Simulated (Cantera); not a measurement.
Charge: 1 mol Si₂H₆, 0.11 mol O₃, 17 mol H₂, at 0.100 bar.

These are equilibrium values from Cantera (NASA tables, ideal gas, pure condensed phases), not measurements of a reactor. Candidate condensed phases: H₂O, Si, SiO₂; 18 gas species. The feed counts by its element totals alone. Mutual solubility and eutectic melting of coexisting phases are not modelled. The tables hold silica as quartz up to 1696 K and as liquid above; real silica turns to tridymite and cristobalite and melts near 1996 K. Equilibrium is a limit: real reactors are often held back by kinetics, nucleation or transport.

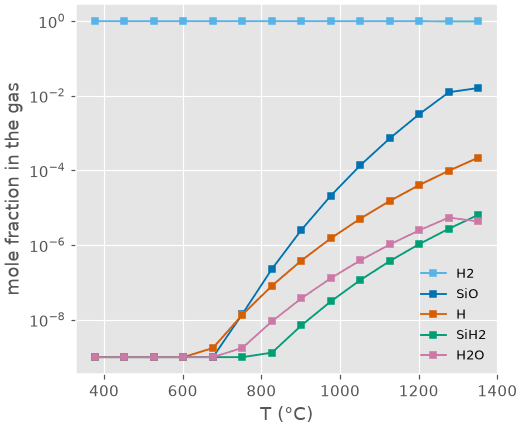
Fig. 1. Equilibrium gas composition (values under 1e-9 drawn at 1e-9)

From 377 °C to 527 °C the condensed part is Si(s) + SiO₂(α-quartz). From 602 °C to 1277 °C the condensed part is Si(s) + SiO₂(β-quartz). At 1352 °C the condensed part is Si(s).
